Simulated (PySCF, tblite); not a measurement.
# C6H3F2O radical: geometry, infrared bands and EPR parameters

What infrared bands and EPR parameters should C6H3F2O radical (`Oc1[c]c(F)ccc1F`) show?

The runs use tblite 0.8.0 and PySCF 2.14.0, with density-fitted response routines of our own; the level of theory stands in each step. All values are computed, except where a source is named. Atoms are numbered from 0 throughout.

### 1 The starting structure

12 atoms, charge 0, multiplicity 2; geometry from: force field or distance geometry start.

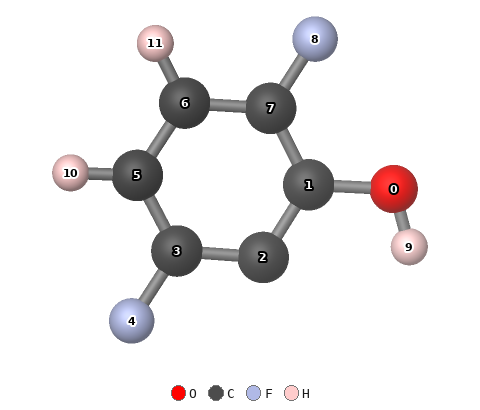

The starting geometry (oxygen red, carbon dark grey, fluorine light blue, hydrogen pink), atoms numbered; sticks join atoms by distance.

### 2 Optimising the geometry with GFN2-xTB

Job settings and geometry (Å):

```
{"job": {"kind": "relax", "xc": "GFN2-xTB", "basis": "xTB"}, "charge": 0, "multiplicity": 2}
O      2.522500    -0.594300     0.099200
C      1.166400    -0.334700     0.050500
C      0.269300    -1.364700     0.311000
C     -1.102700    -1.069100     0.252200
F     -1.988100    -2.055600     0.504900
C     -1.569000     0.205500    -0.030600
C     -0.644500     1.229600    -0.278800
C      0.725400     0.952200    -0.225200
F      1.596800     1.933200    -0.467500
H      2.642300    -1.532200     0.318700
H     -2.634700     0.398400    -0.059800
H     -0.982600     2.231100    -0.500600
```

Run with:

```bash
> OMP_NUM_THREADS=1 python probes_run.py task.json out
```

This one command runs all jobs of the session in turn.

Log:

```text
step      E/eV     max force
  0    -756.08840    2.655
  1    -756.21152    0.951
  2    -756.23626    0.387
  3    -756.24695    0.186
  4    -756.24973    0.101
  5    -756.25088    0.105
  6    -756.25173    0.093
  7    -756.25264    0.095
  8    -756.25319    0.067
  9    -756.25355    0.064
 10    -756.25397    0.084
 11    -756.25449    0.084
 12    -756.25485    0.053
 13    -756.25499    0.023
 14    -756.25504    0.022
 15    -756.25508    0.021
 16    -756.25511    0.019
 17    -756.25513    0.013
 18    -756.25515    0.011
 19    -756.25516    0.009
```

Wall time 0.08 s (1 thread of Arm Neoverse V2, shared host).

Relaxation path:

| step | energy from step 0 (eV) | largest force (eV/Å) |
| --- | --- | --- |
| 0 | 0.0000 | 2.6553 |
| 1 | -0.1231 | 0.9510 |
| 2 | -0.1479 | 0.3874 |
| 3 | -0.1585 | 0.1861 |
| 4 | -0.1613 | 0.1013 |
| 5 | -0.1625 | 0.1050 |
| 6 | -0.1633 | 0.0932 |
| 7 | -0.1642 | 0.0954 |
| 8 | -0.1648 | 0.0675 |
| 9 | -0.1652 | 0.0639 |
| 10 | -0.1656 | 0.0845 |
| 11 | -0.1661 | 0.0838 |
| 12 | -0.1665 | 0.0529 |
| 13 | -0.1666 | 0.0234 |
| 14 | -0.1666 | 0.0215 |
| 15 | -0.1667 | 0.0215 |
| 16 | -0.1667 | 0.0185 |
| 17 | -0.1667 | 0.0130 |
| 18 | -0.1667 | 0.0114 |
| 19 | -0.1668 | 0.0094 |

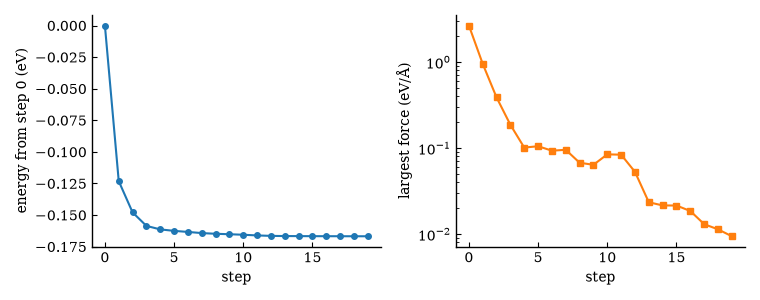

Energy and largest force along the relaxation.

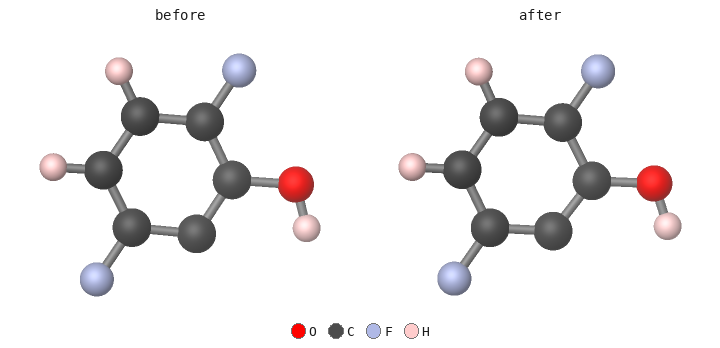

Before and after, at one scale.

Close pairs (by a distance rule), those that changed most:

| bond | before (Å) | after (Å) | change (Å) |
| --- | --- | --- | --- |
| C2–C3 | 1.405 | 1.363 | -0.042 |
| O0–C1 | 1.382 | 1.347 | -0.034 |
| C1–C7 | 1.388 | 1.410 | +0.022 |
| C1–C2 | 1.391 | 1.370 | -0.021 |
| C5–C6 | 1.402 | 1.382 | -0.020 |
| C6–C7 | 1.399 | 1.380 | -0.019 |
| C7–F8 | 1.334 | 1.344 | +0.010 |
| C3–F4 | 1.349 | 1.341 | -0.009 |

The next job starts from the end point, and lists it.

### 3 Harmonic vibrations with GFN2-xTB

Job settings and geometry (Å):

```
{"job": {"kind": "ir", "xc": "GFN2-xTB", "basis": "xTB"}, "charge": 0, "multiplicity": 2}
O      2.517036    -0.577925     0.096357
C      1.187628    -0.360282     0.064924
C      0.226240    -1.308593     0.295896
C     -1.116332    -1.075743     0.260685
F     -2.012694    -2.044318     0.496497
C     -1.567762     0.209347    -0.029818
C     -0.643745     1.207981    -0.271910
C      0.707692     0.932933    -0.226520
F      1.598983     1.910521    -0.462963
H      2.695117    -1.502288     0.308143
H     -2.629469     0.394514    -0.058084
H     -0.961495     2.213166    -0.499234
```

Log:

```text
mode    cm-1     km/mol
  1     128.4      5.22
  2     211.6      0.10
  3     254.8      5.24
  4     315.5     11.38
  5     332.1     20.38
  6     395.6      2.28
  7     411.8    118.50
  8     462.5     59.56
  9     476.1      8.08
 10     545.4      0.29
 11     551.0      7.62
 12     610.2      2.98
 13     705.1     27.22
 14     786.4      5.97
 15     787.4     47.49
 16     869.8      5.17
 17     975.3     49.65
 18    1072.6    116.56
 19    1137.7    307.45
 20    1172.0    188.06
 21    1196.0      4.82
 22    1284.2     21.10
 23    1320.3     33.53
 24    1418.5     51.54
 25    1481.0    279.75
 26    1514.2     11.61
 27    1619.6    111.51
 28    3101.4      1.18
 29    3113.2      0.14
 30    3516.1     55.00
```

It took 0.26 s on 1 thread of Arm Neoverse V2, shared host.

Which atoms move in the most intense modes:

| cm⁻¹ | km/mol | atoms |
| --- | --- | --- |
| 412 | 118.5 | H9 65 %, C6 12 % |
| 462 | 59.6 | C7 21 %, C2 20 %, C1 15 %, C6 12 % |
| 1073 | 116.6 | H10 29 %, C2 13 %, O0 11 %, H11 11 % |
| 1138 | 307.4 | H9 26 %, H10 17 %, H11 17 %, O0 14 % |
| 1172 | 188.1 | H10 30 %, C7 29 % |
| 1481 | 279.8 | C6 28 %, C7 23 %, C1 19 %, C2 10 % |
| 1620 | 111.5 | C2 33 %, C6 19 %, C3 15 %, C1 14 % |
| 3516 | 55.0 | H9 94 % |

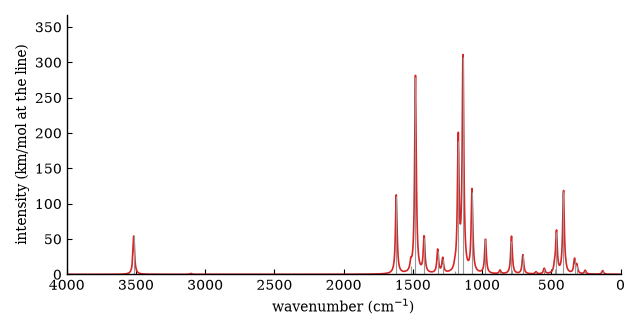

The infrared spectrum from these modes, unscaled. Lines are broadened to a width of 14 cm⁻¹ (Lorentzian).

### 4 EPR parameters: B3LYP/pcH-1

Same as in step 3 but for these lines:

```diff
@@ -1,2 +1,2 @@
-{"job": {"kind": "ir", "xc": "GFN2-xTB", "basis": "xTB"}, "charge": 0, "multiplicity": 2}
+{"job": {"kind": "epr", "basis": "pcH-1"}, "charge": 0, "multiplicity": 2}
 O      2.517036    -0.577925     0.096357
```

Method: UKS B3LYP, pcH-1 on C F H O, non-relativistic, mean-field spin-orbit, GIAO.

Log:

```text
UKS, coarse grid
  cycle   1  E = -505.14273490  |g| = 6.12e-01
  cycle   2  E = -504.94126902  |g| = 9.93e-01
  cycle   3  E = -505.26376705  |g| = 1.06e-01
  cycle   4  E = -505.26831410  |g| = 4.31e-02
  cycle   5  E = -505.26910969  |g| = 1.73e-02
  cycle   6  E = -505.26925551  |g| = 5.82e-03
  cycle   7  E = -505.26927840  |g| = 3.02e-03
  cycle   8  E = -505.26928630  |g| = 1.21e-03
  cycle   9  E = -505.26929090  |g| = 5.75e-04
UKS, final grid
  cycle   1  E = -505.26939816  |g| = 6.94e-04
  cycle   2  E = -505.26939799  |g| = 1.17e-03
  cycle   3  E = -505.26939869  |g| = 1.85e-04
  cycle   4  E = -505.26939880  |g| = 1.88e-04
  cycle   5  E = -505.26939886  |g| = 5.16e-05
  cycle   6  E = -505.26939887  |g| = 1.57e-05
E = -505.26939887 Eh   <S^2> = 0.7570 (exact 0.7500)
g shifts (ppm)      1          2          3
  rmc          -164       -164       -164
  gc             16         27         39
  oz_so        -320          8        104
  total        -468       -130        -21
hyperfine (MHz)  atom isotope    a_iso     a_fc   dipolar eigenvalues
    0   17O     -11.77     -11.77     -8.63      2.33      6.30
    1   13C     -10.72     -10.72    -13.84     -3.56     17.40
    2   13C     373.40     373.40    -78.46    -61.48    139.95
    3   13C     -20.74     -20.74    -15.16     -4.99     20.15
    4   19F      54.14      54.14    -42.50    -15.52     58.02
    5   13C      33.46      33.46     -5.13     -1.06      6.19
    6   13C      -4.29      -4.29     -6.00      2.17      3.83
    7   13C      47.89      47.89     -3.97     -0.37      4.34
    8   19F      38.15      38.15    -34.58    -18.04     52.61
    9    1H      -0.41      -0.41     -6.61     -3.58     10.19
   10    1H      31.83      31.83     -2.65     -2.09      4.74
   11    1H       0.43       0.43     -1.55      0.26      1.29
```

Run time: 53 s. Hardware: 1 thread of Arm Neoverse V2, shared host; peak memory 0.94 GiB.

Principal g values 2.00185, 2.00219, 2.00230; g(iso) = 2.00211, against 2.00232 for a free electron.

Hyperfine couplings, nucleus by nucleus at this fixed geometry (no averaging over rotations):

| nuclei | isotope | a(iso) (MHz) | a(iso) (G, at g = 2.0023) | largest dipolar term (MHz) |
| --- | --- | --- | --- | --- |
| C2 | 13C | 373.4 | 133.2 | 139.9 |
| F4 | 19F | 54.1 | 19.3 | 58.0 |
| C7 | 13C | 47.9 | 17.1 | 4.3 |
| F8 | 19F | 38.2 | 13.6 | 52.6 |
| C5 | 13C | 33.5 | 11.9 | 6.2 |
| H10 | 1H | 31.8 | 11.4 | 4.7 |
| C3 | 13C | -20.7 | -7.4 | 20.2 |
| O0 | 17O | -11.8 | -4.2 | -8.6 |
| C1 | 13C | -10.7 | -3.8 | 17.4 |
| C6 | 13C | -4.3 | -1.5 | -6.0 |
| H11 | 1H | 0.4 | 0.2 | -1.5 |
| H9 | 1H | -0.4 | -0.1 | 10.2 |

Mulliken spin populations:

| atom | value (e) |
| --- | --- |
| O0 | 0.01 |
| C1 | -0.08 |
| C2 | 1.01 |
| C3 | -0.05 |
| F4 | 0.01 |
| C5 | 0.04 |
| C6 | -0.03 |
| C7 | 0.05 |
| F8 | 0.01 |
| H9 | 0.01 |
| H10 | 0.01 |
| H11 | 0.00 |

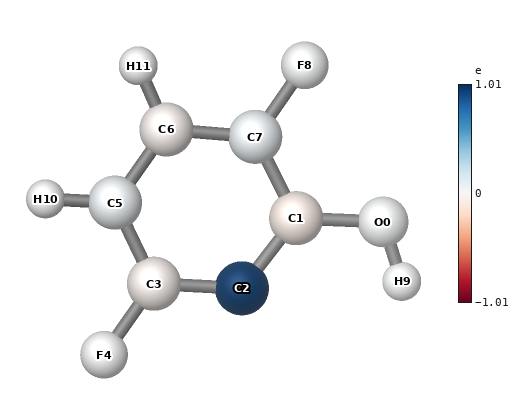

Mulliken spin populations, as colours on the atoms.

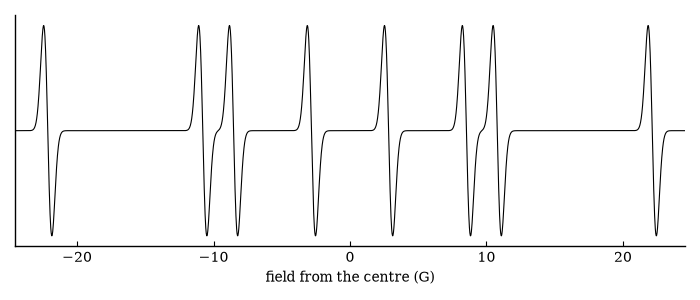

First-order isotropic spectrum (first derivative, main isotopes with spin only, couplings over 0.8 MHz, Gaussian width 0.3 G; couplings of the frozen geometry, rotation of groups not averaged beyond the rows shown).

The fields below are evaluated on a grid from the run's orbitals.

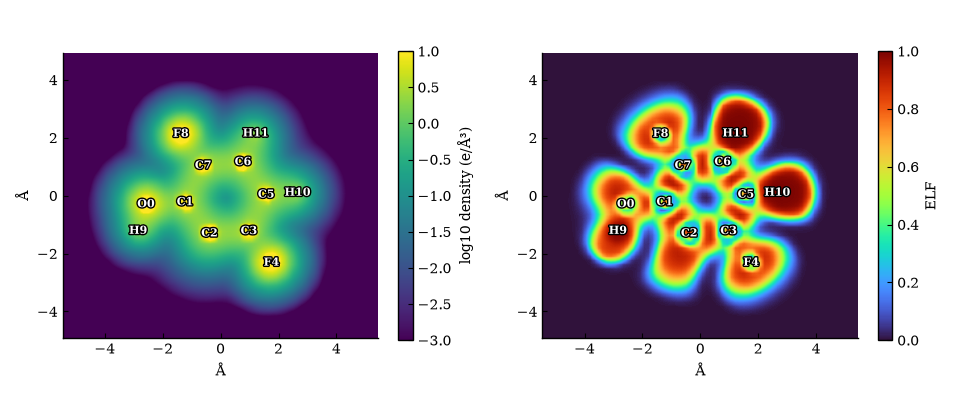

Density (left) and ELF (right) in a plane through or near 12 of the atoms.

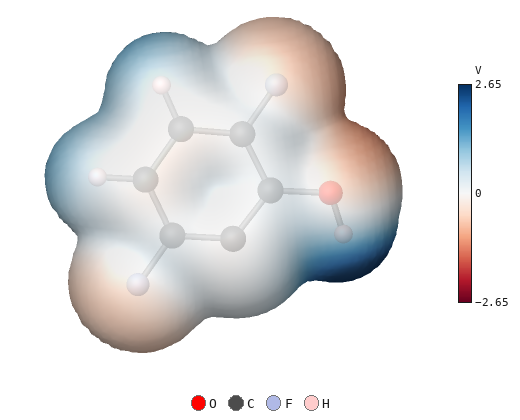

The potential that a unit positive charge feels on the 0.002 e/bohr³ surface, from -1.11 V near O0 to 2.65 V near H9.

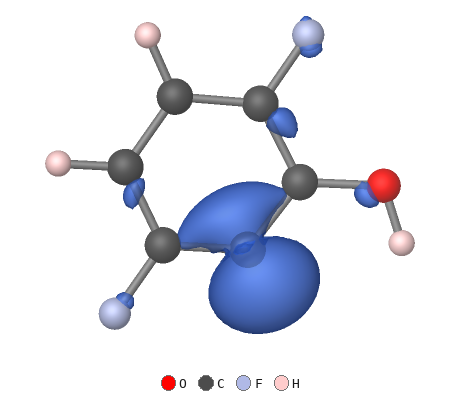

Spin density at ±0.05 e/Å³ (alpha excess blue, beta excess red).

### 5 Outcome

```
                                                                  quantity                  value
                                 strongest single infrared mode (GFN2-xTB)  1138 cm⁻¹, 307 km/mol
                                              zero-point energy (GFN2-xTB)          45.4 kcal/mol
                                                            g(iso) (B3LYP)                2.00211
                                                                      ⟨S²⟩     0.757 (exact 0.75)
                                                            largest a(iso)   13C on C2, 373.4 MHz
potential on the surface of density 0.002 e/bohr³, 1st and 99th percentile     -1.11 V and 2.65 V
```

In words: The optimisation took 19 steps and gained 0.167 eV; among the close pairs (by a distance rule), C2–C3 changed most, from 1.405 to 1.363 Å. All 30 modes are real, so the xTB geometry is a minimum. The strongest single mode, at 1138 cm⁻¹, has its largest shares on H9, H10, H11 and O0 (the list is cut at 4 atoms). Unscaled tight-binding wavenumbers are off by several per cent, some by more. Its intensities can rank the bands wrongly. Most of the unpaired spin sits on C2 (1.01 e). The isotropic g lies 0.2 ppt below the free-electron value. The conformer search found further structures of the same energy, which may be mirror or relabelled copies of this one.
